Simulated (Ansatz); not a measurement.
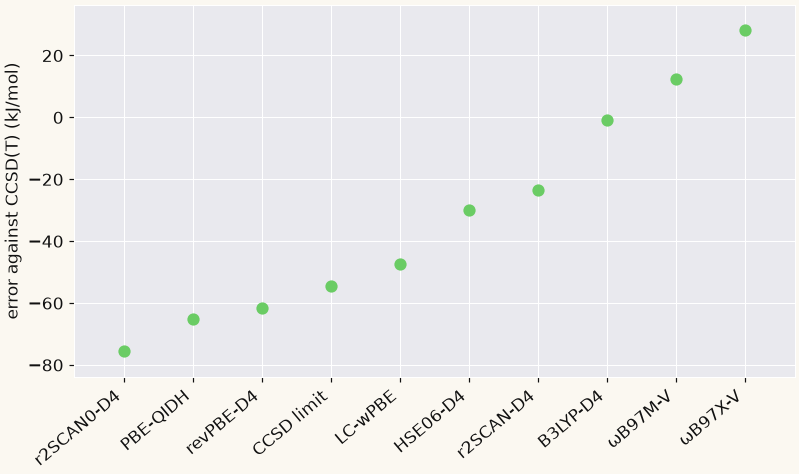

Error in the electronic atomisation energy (method less reference, so positive means overbinding) of Si₂N₂H₇Cl, SMILES N[SiH2][Si@H](N)Cl: functionals in def2-TZVPP against frozen-core CCSD(T) at the limit (MP2 extrapolated from triple and quadruple zeta, plus CCSD(T) less MP2 in a smaller set), which gives 3947.8 kJ/mol, at a PBE0-D4/def2-TZVP geometry (a minimum by its frequencies), no zero-point or spin-orbit term, the Ansatz code. The reference leaves out core correlation, a term that grows with the number of heavy atoms. PBE-QIDH holds a correlation term that converges slowly with the basis, so part of the distance to the limit is basis error. No dispersion term is added to PBE-QIDH and LC-wPBE. Limit means the basis limit.

> What range do the values span?

From −75.6 kJ/mol (r2SCAN0-D4) to 28.2 kJ/mol (ωB97X-V).

> Which of these levels overbind, and which underbind?

Overbind: ωB97X-V. Underbind: r2SCAN0-D4, PBE-QIDH, revPBE-D4, CCSD limit, LC-wPBE and HSE06-D4. Within 25 kJ/mol of zero, too close to call in view of what the reference leaves out: r2SCAN-D4, B3LYP-D4 and ωB97M-V.

Limits of at least one run: one conformer of a flexible molecule.
